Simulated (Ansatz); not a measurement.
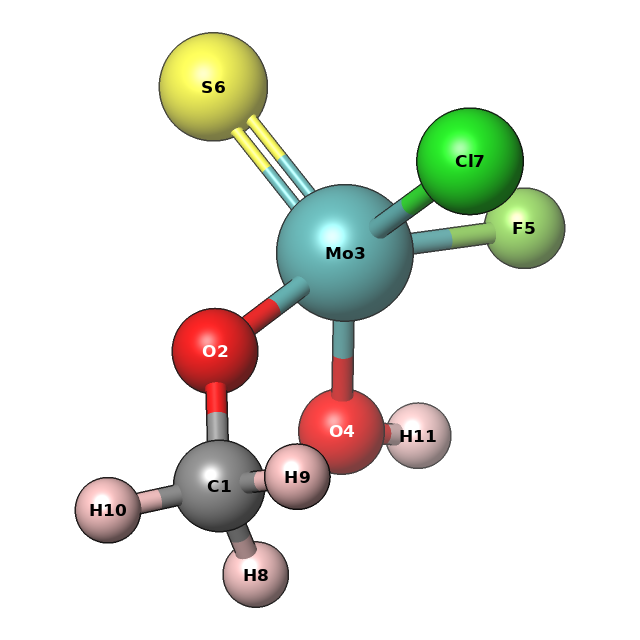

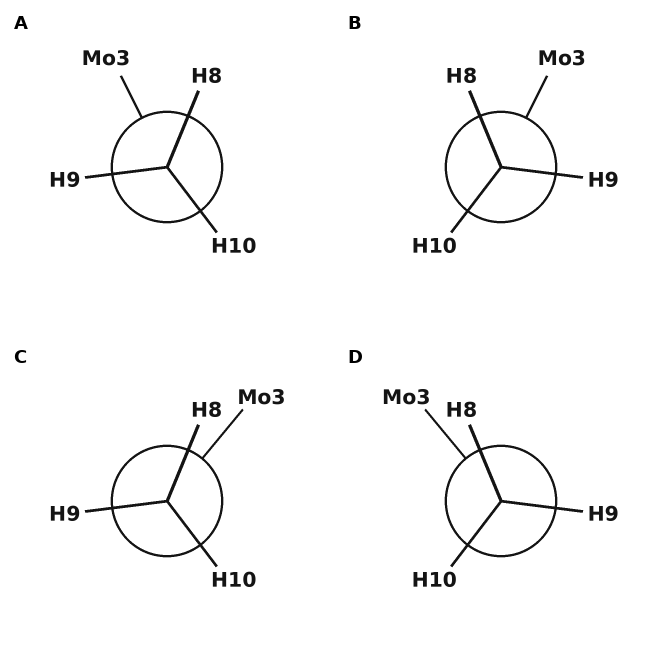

Distant atoms are faded towards the background colour. Bonds that would overlap in a projection are set slightly apart. The species is neutral and a spin singlet. Computed geometry: PBE0-D4/def2-TZVP optimisation.

Question: Which Newman projection shows the view along C1–O2, with C1 in front?

Answer: A. The torsion angle H8–C1–O2–Mo3 is −49°, synclinal (gauche).
